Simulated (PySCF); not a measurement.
Vertical excitations of a molecule C₃H₇BO₂ from TDDFT-CAM-B3LYP/def2-SVPD in PySCF 2.14.0, as energy in eV (oscillator strength): 6.05 (0.003), 6.25 (0.003), 6.59 (0.009), 7.01 (0.007), 7.09 (0.011), 7.13 (0.004), 7.75 (0.021), 8.00 (0.023), 8.08 (0.032), 8.10 (0.021). Lowest triplet (TDA): 5.61 eV. The structure is a stationary point at B3LYP-D3(BJ)/def2-SVP. One conformer was computed; it need not be the lowest.

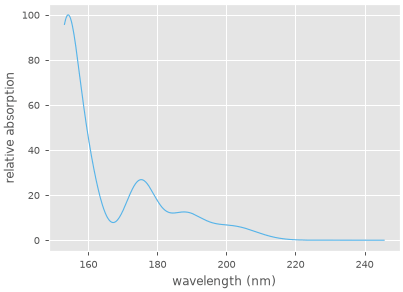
Figure: The lines broadened by 0.4 eV.

**Question.** Which molecule gave these data?
A. C[C@H]1OCB1O
B. C=COB(C)O
C. OB1CC(O)C1
D. C/C=C/B(O)O

**Answer.** A, C[C@H]1OCB1O
